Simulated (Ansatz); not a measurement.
# CH3FZn···HCl: what the fields show

```xyz
8

Zn   -0.3880    0.3684    0.0725
F    -0.9488    0.8114   -1.5833
C     0.2005   -0.0935    1.8619
H    -0.2422    0.0735   -3.0234
Cl    0.4367   -0.6116   -3.9430
H    -0.5470   -0.7310    2.3477
H     0.3365    0.8165    2.4572
H     1.1526   -0.6338    1.8107
```

All numbers below come from RKS BLYP/def2-mTZVP in Ansatz 0.2.0.

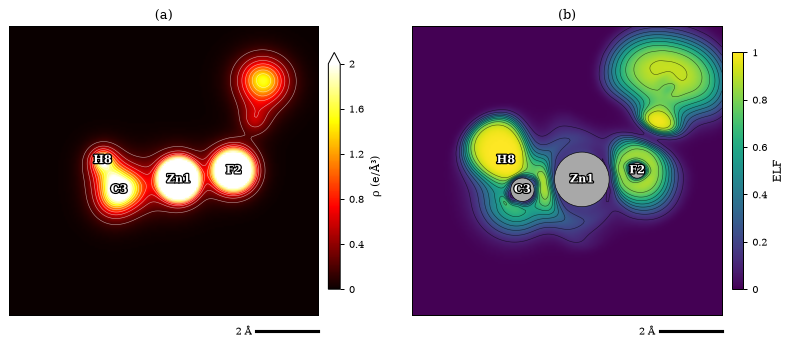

Figure 1. (a) electron density; (b) ELF on the plane of atoms Zn1, C3 and H8. Grey discs cover the atomic cores in the ELF map.

**Describe what can be read from this map.**

- The plane passes through Zn, F, C and H nuclei.
- Zn–F (1.80 Å): ρ is about 0.76 e/Å³ halfway; the ELF peaks at about 0.85 in the valence shell of F, 0.5 Å from its nucleus, and is about 0.15 at the midpoint.
- C–Zn (1.94 Å): the density is about 0.76 e/Å³ at the midpoint; the ELF peaks at about 0.85 in the valence shell of C, 0.7 Å from its nucleus, and is about 0.40 at the midpoint.
- C–H (1.10 Å): the density is about 1.9 e/Å³ at the midpoint; the ELF climbs to about 1 towards the hydrogen, as it does in any bond to H (a covalent bond by its length).
- The ELF also peaks beside F2 and Cl5, away from the bonds: lone-pair regions.

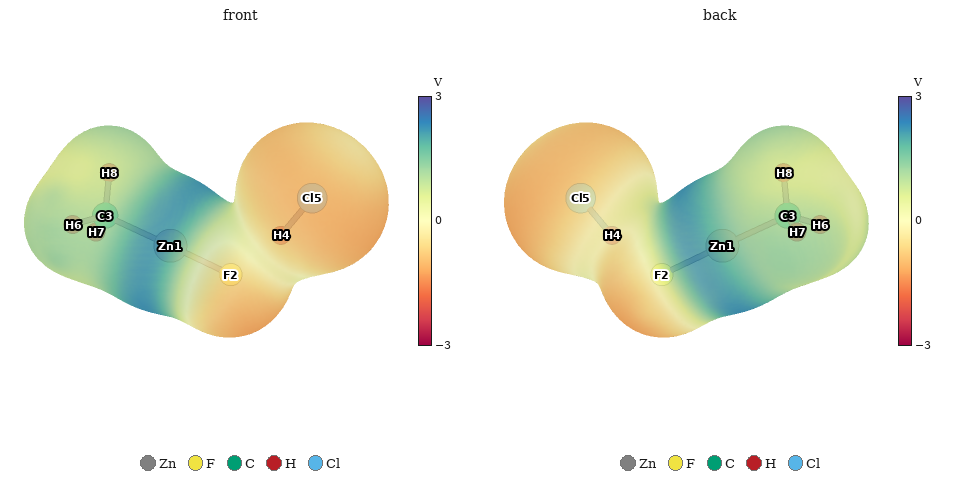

Figure 2. The molecular electrostatic potential painted on the density surface at 0.002 e/bohr³, seen from the front and from behind; the colour scale runs from red (negative) to blue (positive).

**Where is the surface potential most negative and most positive?**

The most negative region (about −1.2 V) lies over F2 and Cl5, the most positive (about +2.3 V) over Zn1.

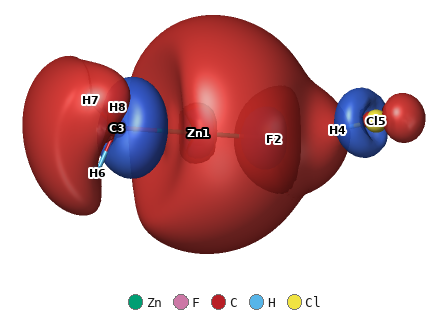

Figure 3. One frontier orbital at ±0.05 Å⁻³ᐟ² (red and blue are the two phases), seen from one side.

**Which orbital is it: HOMO or LUMO?**

The LUMO, at −1.97 eV. By Hirshfeld shares it lies mainly on Zn1 (about 55 %), C3 (about 20 %) and F2 (about 10 %).

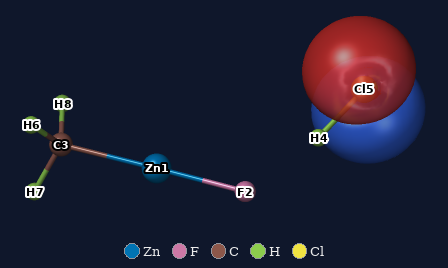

Figure 4. The HOMO at ±0.15 Å⁻³ᐟ² (blue and red are the two phases), seen at a tilt.

**What is the character of this orbital?**

By Hirshfeld shares it lies mainly on Cl5 (about 95 %); largely a lone pair of Cl5. Its energy is −6.83 eV.
